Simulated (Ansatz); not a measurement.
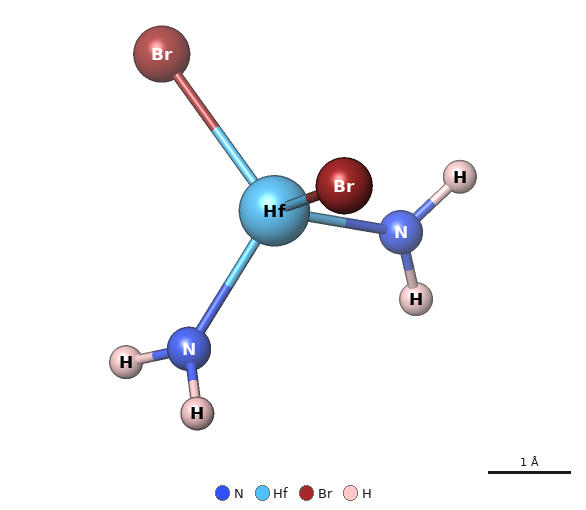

Distant atoms are faded towards the background colour. Charge 0, singlet. The geometry was computed by an optimisation with PBE0-D4/def2-TZVP. Masses are those of the most abundant isotopes; constants are for the rigid equilibrium geometry.

### Classify the rotor and give the rotational constants (cm⁻¹).

An asymmetric top (Cs): A = 0.0473, B = 0.0213, C = 0.0174 cm⁻¹. Ray's parameter κ is −0.74, nearer the prolate limit.
